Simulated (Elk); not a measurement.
# Bands of SmSbTe in the lowest magnetic state tried

Aim: the bands and densities of states of SmSbTe in the lowest state of several starts.

Calculated with Elk 11.2.3 (patched build); PBEsol; all-electron APW+lo, Dirac cores, scalar-relativistic bands.

## Step 1: Starting point

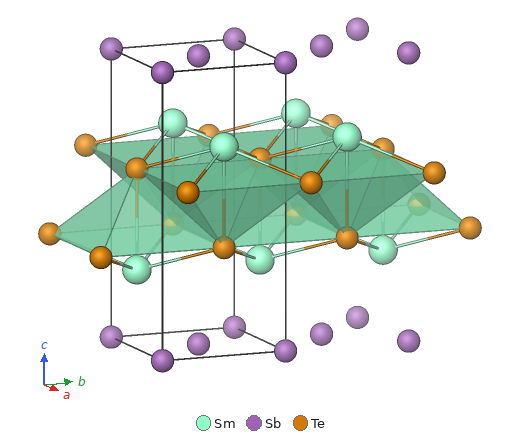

Start, viewed slightly off an axis; samarium green, antimony purple, tellurium orange. 1×2×1 cells are drawn. Some periodic images of atoms are drawn too.

The cell comes from a database of computed structures and need not be the stable phase.

## Step 2: The magnetic state

Bands and densities of states are read from a converged potential, so the magnetic state comes first.

This is the lowest of the starts that converged (antiferro +-).

Moments are seeded by fields in the spheres (the last three columns under atoms), set against the wanted direction and reduced each loop.

Contents of elk.in:

```
tasks
  0

xctype
  22

reducebf
  0.6

epsengy
  1e-05

maxscl
  100

rgkmax
  7.0

nempty
  8

swidth
  0.003

lmaxi
  3

spinpol
  .true.

sppath
  './'

avec
  8.14473800307 0.00000000000 0.00000000000
  0.00000000000 8.14473800307 0.00000000000
  0.00000000000 0.00000000000 17.94518190569

atoms
  3
  'Sm.in'
  2
  0.0000000000 0.5000000000 0.7252358500   0.000000 0.000000 -0.375000
  0.5000000000 0.0000000000 0.2747641500   0.000000 0.000000 0.375000
  'Sb.in'
  2
  0.0000000000 0.0000000000 0.0000000000   0.000000 0.000000 0.000000
  0.5000000000 0.5000000000 0.0000000000   0.000000 0.000000 0.000000
  'Te.in'
  2
  0.0000000000 0.5000000000 0.3753669400   0.000000 0.000000 0.000000
  0.5000000000 0.0000000000 0.6246330600   0.000000 0.000000 0.000000

ngridk
  6 6 2
```

Run with:

```bash
> OMP_NUM_THREADS=4 elk
```

Numbers of over 12 decimals in the logs are rounded to 6 here.

The program printed:

```text
Warning(init1): few empty states an atom for a second variation :    8.000000000
 they are its basis, with spin, DFT+U, afieldc (12 by default), in Hartree-Fock and RDMFT; 30 and more for pressures
Warning(gndstate): core states of species 2 leak from the muffin-tin :   0.7944551713E-03
Warning(gndstate): core states of species 3 leak from the muffin-tin :   0.4060907544E-03

--- INFO.OUT ---
┌─────────────────────────┐
│ Elk code version 11.2.3 │
└─────────────────────────┘

All units are atomic (Hartree, Bohr, etc.)

┌─────────────────────────────────────────────────┐
│ Ground-state run starting from atomic densities │
└─────────────────────────────────────────────────┘

Lattice vectors :
   8.144738003       0.000000000       0.000000000
   0.000000000       8.144738003       0.000000000
   0.000000000       0.000000000       17.94518191

Species : 1 (Sm)
 parameters loaded from : Sm.in
 name : samarium
 nuclear charge    :   -62.00000000
 electronic charge :    62.00000000
 atomic mass :    274089.5128
 muffin-tin radius :    2.800000000
 number of radial points in muffin-tin :   1393
 inner part over the whole radius :   0.9921564312E-02
 number on inner part of muffin-tin    :    997
 approximate nuclear radius :   0.9496109131E-04
 number of mesh points to nuclear radius :    510
 atomic positions (lattice), magnetic fields (Cartesian) :
  1 :   0.25000000  0.25000000  0.22523585    0.00000000  0.00000000 -0.37500000
  2 :  -0.25000000 -0.25000000 -0.22523585    0.00000000  0.00000000  0.37500000

Species : 2 (Sb)
 parameters loaded from : Sb.in
 name : antimony
 nuclear charge    :   -51.00000000
 electronic charge :    51.00000000
 atomic mass :    221954.9021
 muffin-tin radius :    2.600000000
 number of radial points in muffin-tin :   1193
 inner part over the whole radius :   0.9886087340E-02
 number on inner part of muffin-tin    :    850
 approximate nuclear radius :   0.8886795689E-04
 number of mesh points to nuclear radius :    429
 atomic positions (lattice), magnetic fields (Cartesian) :
  1 :   0.25000000 -0.25000000  0.50000000    0.00000000  0.00000000  0.00000000
  2 :  -0.25000000  0.25000000  0.50000000    0.00000000  0.00000000  0.00000000

Species : 3 (Te)
 parameters loaded from : Te.in
 name : tellurium
 nuclear charge    :   -52.00000000
 electronic charge :    52.00000000
 atomic mass :    232600.5708
 muffin-tin radius :    2.600000000
 number of radial points in muffin-tin :   1193
 inner part over the whole radius :   0.9992174838E-02
 number on inner part of muffin-tin    :    851
 approximate nuclear radius :   0.8944870508E-04
 number of mesh points to nuclear radius :    430
 atomic positions (lattice), magnetic fields (Cartesian) :
  1 :   0.25000000  0.25000000 -0.12463306    0.00000000  0.00000000  0.00000000
  2 :  -0.25000000 -0.25000000  0.12463306    0.00000000  0.00000000  0.00000000

Total number of atoms per unit cell :    6
Total muffin-tin volume :    478.3933517
 ratio of muffin-tin to unit cell volume :   0.4018676370

Spin treatment :
 spin-polarised
 global magnetic field (Cartesian) :    0.000000000       0.000000000       0.000000000
 collinear magnetisation in z-direction

Number of Bravais lattice symmetries :   16
Number of crystal symmetries         :   16
Crystal has inversion symmetry
Real symmetric eigensolver will be used

k-point grid :      6     6     2
k-point offset :    0.000000000       0.000000000       0.000000000
k-point set is reduced with full crystal symmetry group
Total number of k-points :       20

Muffin-tin radius times maximum |G+k| :    7.000000000
 using average radius
Maximum |G+k| for APW functions       :    2.625000000
Maximum (1/2)|G+k|²                   :    3.445312500
Maximum |G| for potential and density :    12.00000000
Constant for pseudocharge density :    8
 order of it for each species :   15  15  15
 order of it for pair densities of each species (exact exchange by exxq0 0: 15) :   11   9   9
Radial integration step length :    1

G-vector grid sizes :     32    32    70
Number of G-vectors :    34729

Maximum angular momentum used for
 APW functions            :    8
 outer part of muffin-tin :    6
 inner part of muffin-tin :    3

Number of empty states         :     48
Total number of valence states :    192
Total number of core states    :    236

Third-order local-orbitals added for an l without core states : T
Total number of local-orbitals :    128

Exchange-correlation functional :     22     0     0
 PBEsol, Phys. Rev. Lett. 100, 136406 (2008)
 gradient requirement :    1
 generalised gradient approximation (GGA)

Smearing type :    3
 Fermi-Dirac
Smearing width :   0.3000000000E-02
Effective electronic temperature (K) :    947.3250744

Mixing type :    3
 Broyden mixing, J. Phys. A: Math. Gen. 17, L317 (1984)

Kohn-Sham potential initialised from atomic data

┌──────────────────────────────┐
│ Self-consistent loop started │
└──────────────────────────────┘

┌─────────────────┐
│ Loop number : 1 │
└─────────────────┘

Energies :
 Fermi                       :     0.190901
 sum of occupied eigenvalues :     -28971.722225949
 electron kinetic            :      50603.353057471
 core electron kinetic       :      49714.691544024
 Coulomb                     :     -96870.555983427
 Coulomb potential           :     -78192.202335004
 nuclear-nuclear             :     -4459.9609596784
 electron-nuclear            :     -106714.30090257
 Hartree                     :      14303.705878824
 Madelung                    :     -57774.454815925
 xc potential                :     -1382.2913705601
 xc effective B-field        :    -0.417479
 external B-field            :      0.000000
 exchange                    :     -1123.3923437241
 correlation                 :     -20.455694769724
 electron entropic           :    -0.24064719319867E-01
 total energy                :     -47411.075029169
 (external B-field energy excluded from total)

Density of states at Fermi energy :    913.4458440
 (states/Hartree/unit cell)

Estimated indirect band gap :   0.1537055890E-04
 from k-point 6 to k-point 4
Estimated direct band gap   :   0.5667275383E-03
 at k-point 7

Charges :
 core                        :    236.0000000
 valence                     :    94.00000000
 interstitial                :    13.40347168
 muffin-tins (core leakage)
  species : 1 (Sm)
   atom 1                    :    58.63922001     (  0.3013586240E-04)
   atom 2                    :    58.63922001     (  0.3013586240E-04)
  species : 2 (Sb)
   atom 1                    :    49.36723392     (  0.8247221458E-03)
   atom 2                    :    49.36723392     (  0.8247221458E-03)
  species : 3 (Te)
   atom 1                    :    50.29181023     (  0.4181456909E-03)
   atom 2                    :    50.29181023     (  0.4181456909E-03)
 total in muffin-tins        :    316.5965283
 total calculated charge     :    329.9971950
 total charge                :    330.0000000
 error                       :   0.2805041319E-02

Moments :
 interstitial                :   0.2076217640E-15
 muffin-tins
  species : 1 (Sm)
   atom 1                    :    4.111195492
   atom 2                    :   -4.111195492
  species : 2 (Sb)
   atom 1                    :   0.6390110924E-20
   atom 2                    :  -0.6390110924E-20
  species : 3 (Te)
   atom 1                    :   0.1395443853E-01
   atom 2                    :  -0.1395443853E-01
 total in muffin-tins        :    0.000000000
 total moment                :   0.2076217640E-15

[... earlier loops left out ...]

┌──────────────────┐
│ Loop number : 25 │
└──────────────────┘

Energies :
 Fermi                       :     0.230363
 sum of occupied eigenvalues :     -28949.415653697
 electron kinetic            :      50663.749519323
 core electron kinetic       :      49718.845475897
 Coulomb                     :     -96927.568714309
 Coulomb potential           :     -78102.742593226
 nuclear-nuclear             :     -4459.9609596784
 electron-nuclear            :     -106918.18961226
 Hartree                     :      14450.581857633
 Madelung                    :     -57876.197417696
 xc potential                :     -1509.6445864222
 xc effective B-field        :    -0.777992
 external B-field            :      0.000000
 exchange                    :     -1127.7757195539
 correlation                 :     -20.499171967159
 electron entropic           :    -0.16567106482296E-01
 total energy                :     -47412.110653613
 (external B-field energy excluded from total)

Density of states at Fermi energy :    562.2564983
 (states/Hartree/unit cell)

Estimated indirect band gap :   0.8942796175E-03
 from k-point 1 to k-point 4
Estimated direct band gap   :   0.2304663182E-02
 at k-point 4

Charges :
 core                        :    236.0000000
 valence                     :    94.00000000
 interstitial                :    11.92188247
 muffin-tins (core leakage)
  species : 1 (Sm)
   atom 1                    :    60.01648368     (  0.2604023878E-04)
   atom 2                    :    60.01648368     (  0.2604023878E-04)
  species : 2 (Sb)
   atom 1                    :    49.01287151     (  0.7944551713E-03)
   atom 2                    :    49.01287151     (  0.7944551713E-03)
  species : 3 (Te)
   atom 1                    :    50.00970357     (  0.4060907544E-03)
   atom 2                    :    50.00970357     (  0.4060907544E-03)
 total in muffin-tins        :    318.0781175
 total calculated charge     :    329.9972587
 total charge                :    330.0000000
 error                       :   0.2741252883E-02

Moments :
 interstitial                :   0.5529381023E-15
 muffin-tins
  species : 1 (Sm)
   atom 1                    :    5.556650003
   atom 2                    :   -5.556650003
  species : 2 (Sb)
   atom 1                    :  -0.2926766946E-20
   atom 2                    :   0.2926766946E-20
  species : 3 (Te)
   atom 1                    :   0.8345518844E-01
   atom 2                    :  -0.8345518844E-01
 total in muffin-tins        :    0.000000000
 total moment                :   0.5529381023E-15

┌──────────────────────────────┐
│ Self-consistent loop stopped │
└──────────────────────────────┘

Warning : core states of species 2 leak from the muffin-tin :   0.7944551713E-03

Warning : core states of species 3 leak from the muffin-tin :   0.4060907544E-03

Wrote STATE.OUT
```

Run time: 16 min. Hardware: 4 threads of AMD EPYC 7571, shared host; peak memory 0.85 GiB.

Spin moment in the muffin-tin sphere by atom:

```csv
atom,spin moment in the muffin-tin sphere (μB)
Sm1,5.56
Sm2,-5.56
Sb3,0.00
Sb4,0.00
Te5,0.08
Te6,-0.08
```

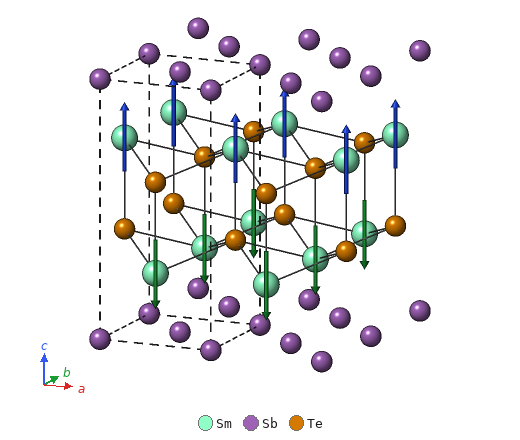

Spin moment in the muffin-tin sphere as arrows, the longest 5.56 μB. Up and down stand for the sign. Arrows give size and sign along the axis of quantisation, drawn up and down the page. The two directions have two colours. 2×2×1 cells are drawn. Some periodic images of atoms are drawn too.

This step gave:

| Quantity | Value |
| --- | --- |
| density of states at the Fermi level | 20.66 states/eV/cell |
| moment between the spheres | 0 μB |
| magnetization | 0 μB |
| final state | antiferromagnetic |

## Step 3: Bands and density of states

The potential is kept. Point names follow a standard table for this cell's lattice and can differ from other conventions. The density of states is interpolated from the levels on the mesh (so its value at the Fermi level can differ from the smeared one of the ground-state run), and the bands are solved anew along a path of special points.

elk.in, as its differences from that of step 2:

```diff
@@ -1,3 +1,7 @@
 tasks
-  0
+  10
+  20
+  15
+  33
+  73
 
@@ -42,4 +46,4 @@
   2
-  0.0000000000 0.5000000000 0.7252358500   0.000000 0.000000 -0.375000
-  0.5000000000 0.0000000000 0.2747641500   0.000000 0.000000 0.375000
+  0.0000000000 0.5000000000 0.7252358500   0.000000 0.000000 -0.000375
+  0.5000000000 0.0000000000 0.2747641500   0.000000 0.000000 0.000375
   'Sb.in'
@@ -55 +59,22 @@
   6 6 2
+
+wplot
+  300 60 1
+  -0.35000 0.25000
+
+plot1d
+  7 84
+  0.00000000 0.00000000 0.00000000
+  0.00000000 0.50000000 0.00000000
+  0.50000000 0.50000000 0.00000000
+  0.00000000 0.00000000 0.00000000
+  0.00000000 0.00000000 0.50000000
+  0.00000000 0.50000000 0.50000000
+  0.50000000 0.50000000 0.50000000
+
+plot3d
+  0 0 0
+  1 0 0
+  0 1 0
+  0 0 1
+  22 22 48
```

Run with:

```bash
> OMP_NUM_THREADS=4 elk
```

The program printed:

```text
┌─────────────────────────────────┐
│ Elk code version 11.2.3 started │
└─────────────────────────────────┘

Info(readinput): the functional depends on the density's gradient
 muffin-tin radial points multiplied by    2.00000
 (not where nrmtscf is given)

┌───────────────────┐
│ Current task : 10 │
└───────────────────┘

Info(findsymcrys): atomic basis shift (lattice) :
  0.2500000000      0.7500000000      0.5000000000
See GEOMETRY.OUT for new atomic positions

Info(writedos):
 Total density of states written to TDOS.OUT

 Partial density of states written to PDOS_Sss_Aaaaa.OUT
 for all species and atoms

 Spin-quantisation axis :    0.000000000       0.000000000       1.000000000

 Eigenvalues of a random matrix symmetrised with the site
 symmetries in the Yₗₘ basis written to ELMIREP.OUT for all
 species and atoms. Degenerate eigenvalues correspond to
 irreducible representations of each site symmetry group

 Interstitial density of states written to IDOS.OUT

 Fermi energy is at zero in plots

 DOS units are states/Hartree/unit cell

┌───────────────────┐
│ Current task : 20 │
└───────────────────┘

Info(bandstr):
 Band structure plot written to BAND.OUT

 Fermi energy is at zero in plot

 Vertex location lines written to BANDLINES.OUT

┌───────────────────┐
│ Current task : 15 │
└───────────────────┘

Warning(init1): few empty states an atom for a second variation :    8.000000000
 they are its basis, with spin, DFT+U, afieldc (12 by default), in Hartree-Fock and RDMFT; 30 and more for pressures

Info(writelsj):
 muffin-tin L, S and J expectation values written to LSJ.OUT

┌───────────────────┐
│ Current task : 33 │
└───────────────────┘

Info(rhoplot): 3D density plot written to RHO3D.OUT

┌───────────────────┐
│ Current task : 73 │
└───────────────────┘

Info(vecplot):
 3D magnetisation density written to MAG3D.OUT

┌──────────────────┐
│ Elk code stopped │
└──────────────────┘
```

The job ended after 3.8 min (4 threads; peak memory 0.93 GiB).

The electronic bands at the labelled points (eV, zero at the Fermi level; # counts the bands kept):

| point | up #16 | up #17 | up #18 | up #19 | down #16 | down #17 | down #18 | down #19 |
| --- | --- | --- | --- | --- | --- | --- | --- | --- |
| Γ | -0.02 | 0.28 | 0.39 | 0.40 | -0.02 | 0.28 | 0.39 | 0.40 |
| X | -0.13 | -0.05 | 0.00 | 0.07 | -0.13 | -0.05 | 0.00 | 0.07 |
| M | -0.17 | -0.13 | -0.12 | -0.11 | -0.17 | -0.13 | -0.12 | -0.11 |
| Γ | -0.02 | 0.28 | 0.39 | 0.40 | -0.02 | 0.28 | 0.39 | 0.40 |
| Z | -0.13 | -0.11 | 0.40 | 0.40 | -0.13 | -0.11 | 0.40 | 0.40 |
| R | -0.15 | 0.04 | 0.05 | 0.06 | -0.15 | 0.04 | 0.05 | 0.06 |
| A | -0.15 | -0.14 | -0.14 | -0.13 | -0.15 | -0.14 | -0.14 | -0.13 |

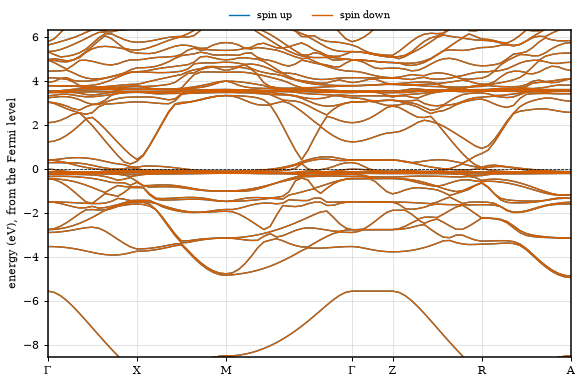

Electronic bands along the path; the two colours are the two spins.

The density of states has structure finer than the step of the table below, so its rows give means over 2 eV, whole bins alone (the curve runs from -9.52 to 6.75 eV). Peaks (eV: height): up = down -0.2: 27.5, 3.5: 21.0; Sm1 f up -0.2: 26.0; Sm1 f down 3.5: 17.5; Sb3 p up -3.6: 0.277, -0.9: 0.379, -0.7: 0.317, 4.9: 0.334; Sb3 p down -3.6: 0.277, -0.9: 0.377, -0.7: 0.318, 4.9: 0.338.

Density of states against energy, zero at the Fermi level; means over each step; values in states/eV/cell:

```csv
energy (eV),up = down,Sm1 f up,Sm1 f down,Sb3 p up,Sb3 p down,Te5 p up,Te5 p down
-8,0.436,3.2e-4,2.3e-4,0.00968,0.00968,8.6e-5,1.2e-4
-6,0.0841,1.2e-4,8.7e-5,0.00219,0.00219,0,0
-4,1.05,0.00254,9.5e-4,0.0980,0.0980,0.101,0.113
-2,2.66,0.0697,0.00693,0.174,0.174,0.396,0.367
0,4.82,3.34,0.0126,0.137,0.137,0.181,0.181
2,1.19,0.0247,0.114,0.0922,0.0921,0.0121,0.0170
4,6.53,0.0167,3.22,0.123,0.123,0.0502,0.0536
```

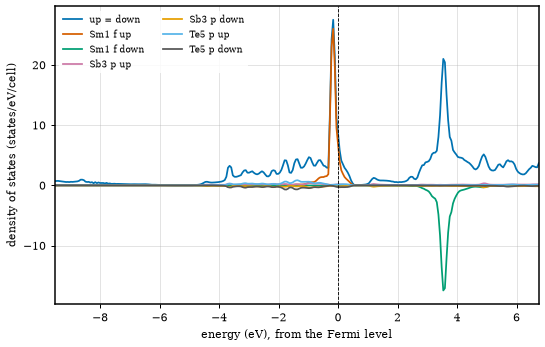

Density of states against energy. Down spins are drawn negative.

## Step 4: Summary of results

| Item | Value |
| --- | --- |
| state | antiferromagnetic |
| largest moment | 5.56 μB |

**Reading.** Right at the Fermi level (the table gives means over its steps) the density of states is 8.7 states/eV a cell for spin up and 8.7 for spin down. Within the window shown, the centres of the Sm1 f states of the two spins lie 3.7 eV apart, a rough measure of the splitting of the spins. The state is the lowest of the starts that converged. These are Kohn–Sham levels without spin–orbit coupling. Open f shells have many stationary orbital fillings, so the state need not be the lowest, and spin-only moments miss the orbital part. Without a U the functional spreads the 4f electrons too much, so the state and its energies are unreliable. Spin–orbit coupling, which these energies lack, is strong in these shells and can change the state in kind. With a GGA and lmaxo under 10 this build's totals carry angular errors that reach some ten meV an atom in oxides, so smaller differences are in doubt.

[Logs and program files are shortened in this print: banners, set-up blocks, solver, clock and traceback lines can be left out without a mark of their own.]

[Logs are printed without paths, hosts, clocks, repeated set-up lines and the standing remarks that a program may print on its own settings, such as how far it seeks lower states.]

[Hosts, paths, dates, database ids (printed as entryN), source tags and the programs' standing remarks are cut or masked in the printed files.]

[Where a cell is said to come from a database of computed structures, the database is the Materials Project.]
